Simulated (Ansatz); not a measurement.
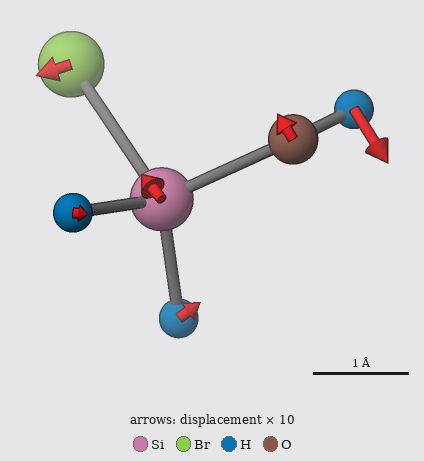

A relaxation of SiH3OBr. The starting structure is drawn; red arrows show the displacements, 10 times their true length. The two geometries are superimposed by the best rigid fit.

Style: ball-and-stick. Shown from a free direction.

It is one of the separated reactants of a reaction.

Method: RKS PBE0-D4/def2-TZVP in Ansatz.

Input
```yaml
crystal:
  periodic: [false, false, false]
  atoms:
    - {symbol: Si, position_ang: [-0.611404, -0.851170, -0.301220]}
    - {symbol: Br, position_ang: [1.624566, -1.003545, -0.573724]}
    - {symbol: H, position_ang: [-1.234009, -1.603746, -1.404589]}
    - {symbol: H, position_ang: [-0.861049, -1.456753, 1.024828]}
    - {symbol: O, position_ang: [-1.079911, 0.696706, -0.415503]}
    - {symbol: H, position_ang: [-0.613240, 1.343303, 0.128862]}
basis:
  gaussian: {orbitals: def2-TZVP}
hamiltonian: {xc: pbe0, dispersion: d4}
relax: {f_tol: 0.005, max_steps: 200}
```

Atoms of which element are displaced furthest, and by how much?

Hydrogen: up to 0.073 Å, against 0.043 Å for silicon.

Describe the change and its energy.

The atom that moves furthest after the best rigid fit is H6 (0.073 Å). Largest moves by element: H 0.073 Å, Si 0.043 Å, Br 0.040 Å, O 0.033 Å. Some distances before and after: Si1–Br2 2.258 → 2.223 Å, Si1–O5 1.621 → 1.633 Å, O5–H6 0.966 → 0.959 Å. After 7 accepted moves (8 points after the start) the energy has fallen by 1.62 kJ/mol. Largest force component: 0.71 eV/Å at the start, 0.00024 eV/Å at the end. The line search rejected the trial step at point 7 of the run.
